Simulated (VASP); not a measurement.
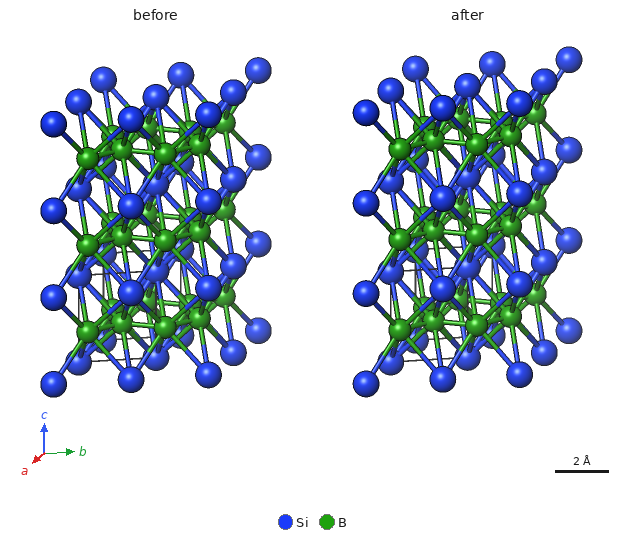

The structure of crystalline SiB2 (a generated structure, set up in P6/mmm) before (left) and after (right) a relaxation, at one scale.

Style: ball-and-stick. Shown: the cell of the calculation, repeated 2 × 2 × 3 with one cell outlined, from a free direction.

The run lets cell and atoms move.

Level of theory: Kohn-Sham DFT of a periodic cell, PBE, VASP PAW PBE potentials, recommended (VASP 6.6.1).

Input file:
```
PREC = Normal
ENCUT = 520
EDIFF = 1E-4
ISMEAR = 0
SIGMA = 0.15
LREAL = F
LASPH = T
NELM = 60
ALGO = Fast
ISIF = 3
LWAVE = F
LCHARG = F
GGA = PE
IBRION = 2
NSW = 24
EDIFFG = -0.08
```

Launched with:
```bash
cat potpaw_PBE.64/Si/POTCAR potpaw_PBE.64/B/POTCAR > POTCAR
mpirun -np 1 vasp_std > vasp.out
```

### What changed between the two?

The atoms keep their places relative to the cell (all moves are under 0.005 Å). Cell: a = b 3.001 → 2.976 Å (−0.8 %), c 3.445 → 3.590 Å (+4.2 %). Volume +2.4 %. Among the contacts that change: B–Si 2.443 → 2.485 Å, B–B 1.733 → 1.718 Å. The space group stays P6/mmm (No. 191). The energy falls by 48.5 meV per cell of the calculation in 6 geometry steps. All forces vanish by symmetry, so only the cell relaxes. Pressure: 0.48 GPa at the start and −0.54 GPa at the end. At step 2 the optimiser overshot: the energy rose above the start, and later steps came back.
